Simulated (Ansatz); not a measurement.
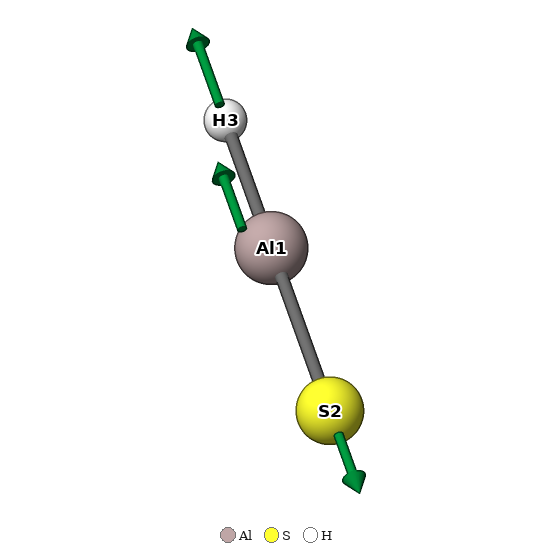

The arrows show one normal mode. Harmonic vibrations computed with RKS PBE0-D4/def2-TZVP (Ansatz 0.2.0) at a stationary point of the same level.

Question: Describe the motion.

Answer: Mostly Al–S stretching.

Question: Estimate its harmonic wavenumber.

Answer: 689 cm⁻¹; it is mode 3 of 4 counted from the lowest.
